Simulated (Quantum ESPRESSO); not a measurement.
# Collinear magnetic orders of YCrO4 with Quantum ESPRESSO, part 2 of 3

Wanted: the moments of YCrO4 and the energy of each order that was tried.

Quantum ESPRESSO 7.5; LDA; plane waves with GBRV 1.5 LDA potentials, no spin-orbit coupling.

So far, absolute magnetization (μB): step 2 (start 1: ferro ++) 2.08.

## (3) Run 2, typed as antiferro +−

Input file pw.in:

```
&CONTROL
  calculation = 'scf'
  prefix = 'pwscf'
  outdir = './tmp'
  pseudo_dir = './pseudo'
  disk_io = 'nowf'
/
&SYSTEM
  ibrav = 0
  celldm(1) = 8
  nat = 12
  ntyp = 4
  ecutwfc = 40
  ecutrho = 280
  nbnd = 64
  occupations = 'smearing'
  smearing = 'fd'
  degauss = 0.00367493
  nspin = 2
  starting_magnetization(1) = 0
  starting_magnetization(2) = 0.2143
  starting_magnetization(3) = -0.2143
  starting_magnetization(4) = 0
/
&ELECTRONS
  conv_thr = 2.4d-08
  electron_maxstep = 150
  mixing_beta = 0.3
/
ATOMIC_SPECIES
Y      88.9058 y_lda_v1.4.uspp.F.UPF
Cr1    51.9961 cr_lda_v1.5.uspp.F.UPF
Cr2    51.9961 cr_lda_v1.5.uspp.F.UPF
O      15.9990 o_lda_v1.2.uspp.F.UPF
CELL_PARAMETERS alat
  -0.8399832623962    0.8399832623962    0.7382923753147
   0.8399832623962   -0.8399832623962    0.7382923753147
   0.8399832623962    0.8399832623962   -0.7382923753147
ATOMIC_POSITIONS crystal
Y       0.0000000000    0.0000000000    0.0000000000
Y       0.7500000000    0.2500000000    0.5000000000
Cr1     0.5000000000    0.5000000000    0.0000000000
Cr2     0.2500000000    0.7500000000    0.5000000000
O       0.5140000000    0.3320000000    0.1820000000
O       0.0820000000    0.4000000000    0.3180000000
O       0.1500000000    0.3320000000    0.8180000000
O       0.0820000000    0.7640000000    0.6820000000
O       0.2360000000    0.9180000000    0.3180000000
O       0.6680000000    0.4860000000    0.8180000000
O       0.6000000000    0.9180000000    0.6820000000
O       0.6680000000    0.8500000000    0.1820000000
K_POINTS automatic
4 4 4 0 0 0
```

Started as:

```sh
OMP_NUM_THREADS=1 mpirun -n 4 pw.x -nk 4 -in pw.in > pw.out
```

What it wrote:

```text
[banner, memory and clock lines left out]
Program PWSCF v.7.5 starts

     Message from routine setup:
     using ibrav=0 with symmetry is DISCOURAGED, use correct ibrav instead

     bravais-lattice index     =            0
     lattice parameter (alat)  =       8.0000  a.u.
     unit-cell volume          =    1066.8408 (a.u.)^3
     number of atoms/cell      =           12
     number of atomic types    =            4
     number of electrons       =        98.00
     number of Kohn-Sham states=           64
     kinetic-energy cutoff     =      40.0000  Ry
     charge density cutoff     =     280.0000  Ry
     scf convergence threshold =      2.4E-08
     mixing beta               =       0.3000
     number of iterations used =            8  plain     mixing
     Exchange-correlation= SLA  PZ   NOGX NOGC
                           (   1   1   0   0   0   0   0)

     celldm(1)=   8.000000  celldm(2)=   0.000000  celldm(3)=   0.000000
     celldm(4)=   0.000000  celldm(5)=   0.000000  celldm(6)=   0.000000

     crystal axes: (cart. coord. in units of alat)
               a(1) = (  -0.839983   0.839983   0.738292 )
               a(2) = (   0.839983  -0.839983   0.738292 )
               a(3) = (   0.839983   0.839983  -0.738292 )

     reciprocal axes: (cart. coord. in units 2 pi/alat)
               b(1) = ( -0.000000  0.595250  0.677238 )
               b(2) = (  0.595250 -0.000000  0.677238 )
               b(3) = (  0.595250  0.595250  0.000000 )

     PseudoPot. # 1 for Y  read from file:
     y_lda_v1.4.uspp.F.UPF
     Pseudo is Ultrasoft + core correction, Zval = 11.0

     PseudoPot. # 2 for Cr read from file:
     cr_lda_v1.5.uspp.F.UPF
     Pseudo is Ultrasoft + core correction, Zval = 14.0

     PseudoPot. # 3 for Cr read from file:
     cr_lda_v1.5.uspp.F.UPF
     Pseudo is Ultrasoft + core correction, Zval = 14.0

     PseudoPot. # 4 for O  read from file:
     o_lda_v1.2.uspp.F.UPF
     Pseudo is Ultrasoft + core correction, Zval =  6.0

     atomic species   valence    mass     pseudopotential
     Y                11.00    88.90580     Y ( 1.00)
     Cr1              14.00    51.99610     Cr( 1.00)
     Cr2              14.00    51.99610     Cr( 1.00)
     O                 6.00    15.99900     O ( 1.00)

     Starting magnetic structure
     atomic species   magnetization
     Y               0.000
     Cr1             0.214
     Cr2            -0.214
     O               0.000

      8 Sym. Ops. (no inversion) found

   Cartesian axes

     site n.     atom                  positions (alat units)
         1        Y      tau(   1) = (   0.0000000   0.0000000   0.0000000  )
         2        Y      tau(   2) = (   0.0000000   0.8399833   0.3691462  )
         3        Cr1    tau(   3) = (   0.0000000   0.0000000   0.7382924  )
         4        Cr2    tau(   4) = (   0.8399833   0.0000000   0.3691462  )
         5        O      tau(   5) = (   0.0000000   0.3057539   0.4902261  )
         6        O      tau(   6) = (   0.5342294  -0.0000000   0.1210799  )
         7        O      tau(   7) = (   0.8399833   0.5342294  -0.2480662  )
         8        O      tau(   8) = (   1.1457372   0.0000000   0.1210799  )
         9        O      tau(   9) = (   0.8399833  -0.3057539   0.6172124  )
        10        O      tau(  10) = (   0.5342294   0.8399833   0.2480662  )
        11        O      tau(  11) = (   0.8399833   0.3057539   0.6172124  )
        12        O      tau(  12) = (   0.3057539   0.0000000   0.9863586  )

     number of k points=    13  Fermi-Dirac smearing, width (Ry)=  0.0037
                       cart. coord. in units 2pi/alat
        k(    1) = (   0.0000000   0.0000000   0.0000000), wk =   0.0156250
        k(    2) = (   0.1488125   0.1488125   0.0000000), wk =   0.0625000
        k(    3) = (  -0.2976250  -0.2976250   0.0000000), wk =   0.0312500
        k(    4) = (   0.1488125  -0.0000000   0.1693096), wk =   0.1250000
        k(    5) = (   0.2976250   0.1488125   0.1693096), wk =   0.2500000
        [... 8 further k-points ...]

     Dense  grid:    84471 G-vectors     FFT dimensions: (  60,  60,  60)

     Smooth grid:    36447 G-vectors     FFT dimensions: (  45,  45,  45)

     Check: negative core charge=   -0.000005
     Generating pointlists ...
     new r_m :   0.2260 (alat units)  1.8077 (a.u.) for type    1
     new r_m :   0.1624 (alat units)  1.2993 (a.u.) for type    2
     new r_m :   0.1624 (alat units)  1.2993 (a.u.) for type    3
     new r_m :   0.1624 (alat units)  1.2993 (a.u.) for type    4

     Initial potential from superposition of free atoms

     starting charge      95.9924, renormalised to      98.0000

     negative rho (up, down):  1.158E-03 1.158E-03
     Starting wfcs are   78 randomized atomic wfcs

     Self-consistent Calculation

     iteration #  1     ecut=    40.00 Ry     beta= 0.30
     Davidson diagonalization with overlap
     ethr =  1.00E-02,  avg # of iterations =  2.0

     negative rho (up, down):  1.445E-03 1.445E-03

     total energy              =    -795.24731396 Ry
     estimated scf accuracy    <       3.51366128 Ry

     total magnetization       =     0.00 Bohr mag/cell
     absolute magnetization    =     2.57 Bohr mag/cell

     iteration #  2     ecut=    40.00 Ry     beta= 0.30
     Davidson diagonalization with overlap
     ethr =  3.59E-03,  avg # of iterations =  2.0

     negative rho (up, down):  1.251E-03 1.250E-03

     total energy              =    -795.48613803 Ry
     estimated scf accuracy    <       3.77468960 Ry

     total magnetization       =    -0.01 Bohr mag/cell
     absolute magnetization    =     2.83 Bohr mag/cell

     [... further iterations left out ...]

     iteration # 15     ecut=    40.00 Ry     beta= 0.30
     Davidson diagonalization with overlap
     ethr =  4.52E-09,  avg # of iterations =  1.0

     negative rho (up, down):  1.409E-03 1.409E-03

     total energy              =    -796.07288719 Ry
     estimated scf accuracy    <       0.00000035 Ry

     total magnetization       =     0.00 Bohr mag/cell
     absolute magnetization    =     1.77 Bohr mag/cell

     iteration # 16     ecut=    40.00 Ry     beta= 0.30
     Davidson diagonalization with overlap
     ethr =  3.62E-10,  avg # of iterations =  3.7

     negative rho (up, down):  1.409E-03 1.409E-03

     Magnetic moment per site  (integrated on atomic sphere of radius R)
     atom   1 (R=0.226)  charge=  7.3622  magn= -0.0039
     atom   2 (R=0.226)  charge=  7.3622  magn=  0.0039
     atom   3 (R=0.162)  charge=  9.8298  magn=  0.5788
     atom   4 (R=0.162)  charge=  9.8297  magn= -0.5792
     atom   5 (R=0.162)  charge=  4.5907  magn=  0.0125
     atom   6 (R=0.162)  charge=  4.5907  magn= -0.0125
     atom   7 (R=0.162)  charge=  4.5907  magn=  0.0125
     atom   8 (R=0.162)  charge=  4.5907  magn= -0.0125
     atom   9 (R=0.162)  charge=  4.5907  magn= -0.0125
     atom  10 (R=0.162)  charge=  4.5907  magn=  0.0125
     atom  11 (R=0.162)  charge=  4.5907  magn= -0.0125
     atom  12 (R=0.162)  charge=  4.5907  magn=  0.0125

     End of self-consistent calculation

     [... lines left out ...]
     the Fermi energy is     8.8679 ev

!    total energy              =    -796.07288725 Ry
     estimated scf accuracy    <       0.00000002 Ry
     smearing contrib. (-TS)   =      -0.00647714 Ry
     internal energy E=F+TS    =    -796.06641011 Ry

     The total energy is F=E-TS. E is the sum of the following terms:
     one-electron contribution =    -395.55026859 Ry
     hartree contribution      =     239.97672706 Ry
     xc contribution           =    -156.23501058 Ry
     ewald contribution        =    -484.25785800 Ry

     total magnetization       =    -0.00 Bohr mag/cell
     absolute magnetization    =     1.77 Bohr mag/cell

     convergence has been achieved in  16 iterations
```

Run time: 63 s. Hardware: 4 MPI ranks of Arm Neoverse V2, shared host; peak memory 0.99 GiB; 4.2 min of CPU time.

Spin moment in the atom's sphere by atom:

| atom | spin moment in the atom's sphere (μB) |
| --- | --- |
| Y1 | -0.004 |
| Y2 | 0.004 |
| Cr3 | 0.579 |
| Cr4 | -0.579 |
| O5 | 0.013 |
| O6 | -0.013 |
| O7 | 0.013 |
| O8 | -0.013 |
| O9 | -0.013 |
| O10 | 0.013 |
| O11 | -0.013 |
| O12 | 0.013 |

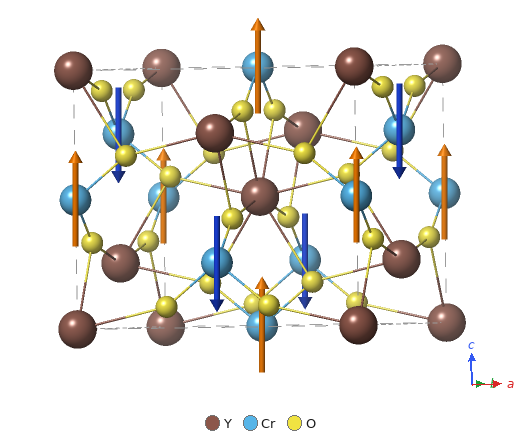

Spin moment in the atom's sphere as arrows, the longest 0.579 μB. Up and down stand for the sign. Arrows give size and sign along the axis of quantisation, drawn up and down the page. The two directions have two colours. Some periodic images of atoms are drawn too.

This step gave:

* smearing term TS: 0.08813 eV
* magnetization: 0 μB
* absolute magnetization: 1.775 μB
* final state: antiferromagnetic

## (4) Energies of the orders

An order is kept where moments of 0.15 μB or more survive with the typed signs; meshes match where a doubled cell samples the same k points as the first cell.

Orders:

| start | final state | typed order kept | energy over the lowest (meV a seeded atom) | largest site moment (μB) | net moment (μB a cell of the first run) | mesh matched | CPU time (s) |
| --- | --- | --- | --- | --- | --- | --- | --- |
| ferro ++ | ferromagnetic | yes | 0 | 0.665 | 1.933 | yes | 237 |
| antiferro +- | antiferromagnetic | yes | 13.65 | 0.5792 | 0 | yes | 249.8 |

## (5) The lowest state again, with its states saved

Changes to pw.in since step 3:

```diff
@@ -5,3 +5,3 @@
   pseudo_dir = './pseudo'
-  disk_io = 'nowf'
+  disk_io = 'low'
 /
@@ -11,6 +11,6 @@
   nat = 12
-  ntyp = 4
+  ntyp = 3
   ecutwfc = 40
   ecutrho = 280
-  nbnd = 64
+  nbnd = 71
   occupations = 'smearing'
@@ -21,4 +21,3 @@
   starting_magnetization(2) = 0.2143
-  starting_magnetization(3) = -0.2143
-  starting_magnetization(4) = 0
+  starting_magnetization(3) = 0
 /
@@ -31,4 +30,3 @@
 Y      88.9058 y_lda_v1.4.uspp.F.UPF
-Cr1    51.9961 cr_lda_v1.5.uspp.F.UPF
-Cr2    51.9961 cr_lda_v1.5.uspp.F.UPF
+Cr     51.9961 cr_lda_v1.5.uspp.F.UPF
 O      15.9990 o_lda_v1.2.uspp.F.UPF
@@ -41,4 +39,4 @@
 Y       0.7500000000    0.2500000000    0.5000000000
-Cr1     0.5000000000    0.5000000000    0.0000000000
-Cr2     0.2500000000    0.7500000000    0.5000000000
+Cr      0.5000000000    0.5000000000    0.0000000000
+Cr      0.2500000000    0.7500000000    0.5000000000
 O       0.5140000000    0.3320000000    0.1820000000
```

What it wrote:

```text
     [... lines left out ...]
Program PWSCF v.7.5 starts
     [... lines left out ...]
     number of atoms/cell      =           12
     [... lines left out ...]
     number of electrons       =        98.00
     number of Kohn-Sham states=           71
     kinetic-energy cutoff     =      40.0000  Ry
     charge density cutoff     =     280.0000  Ry
     scf convergence threshold =      2.4E-08
     [... lines left out ...]
     16 Sym. Ops., with inversion, found ( 8 have fractional translation)
     [... lines left out ...]
     number of k points=    13  Fermi-Dirac smearing, width (Ry)=  0.0037
     [... lines left out ...]
     iteration # 13     ecut=    40.00 Ry     beta= 0.30
     [... lines left out ...]
     Magnetic moment per site  (integrated on atomic sphere of radius R)
     atom   1 (R=0.226)  charge=  7.3612  magn=  0.0143
     atom   2 (R=0.226)  charge=  7.3612  magn=  0.0143
     atom   3 (R=0.162)  charge=  9.8305  magn=  0.6650
     atom   4 (R=0.162)  charge=  9.8305  magn=  0.6650
     atom   5 (R=0.162)  charge=  4.5910  magn=  0.0098
     atom   6 (R=0.162)  charge=  4.5910  magn=  0.0098
     atom   7 (R=0.162)  charge=  4.5910  magn=  0.0098
     atom   8 (R=0.162)  charge=  4.5910  magn=  0.0098
     atom   9 (R=0.162)  charge=  4.5910  magn=  0.0098
     atom  10 (R=0.162)  charge=  4.5910  magn=  0.0098
     atom  11 (R=0.162)  charge=  4.5910  magn=  0.0098
     atom  12 (R=0.162)  charge=  4.5910  magn=  0.0098
     [... lines left out ...]
     the Fermi energy is     8.8607 ev
!    total energy              =    -796.07489437 Ry
     estimated scf accuracy    <          9.3E-09 Ry
     smearing contrib. (-TS)   =      -0.00495115 Ry
     [... lines left out ...]
     total magnetization       =     1.93 Bohr mag/cell
     absolute magnetization    =     2.08 Bohr mag/cell
     convergence has been achieved in  13 iterations
```

Wall time 63 s (4 MPI ranks); peak memory 0.99 GiB.

Read from the output:

```yaml
smearing_term_ts: 0.06736 eV
magnetization: 1.933 μB
absolute_magnetization: 2.075 μB
final_state: ferromagnetic
largest_moment: 0.6650 μB
```

(Part 2 of 3 ends here.)

[Logs and program files are shortened in this print: banners, set-up blocks, solver, clock and traceback lines can be left out without a mark of their own.]

[Logs are printed without paths, hosts, clocks, repeated set-up lines and the standing remarks that a program may print on its own settings, such as how far it seeks lower states.]

[Hosts, paths, dates, database ids (printed as entryN), source tags and the programs' standing remarks are cut or masked in the printed files.]

[Where a cell is said to come from a database of computed structures, the database is the Materials Project.]
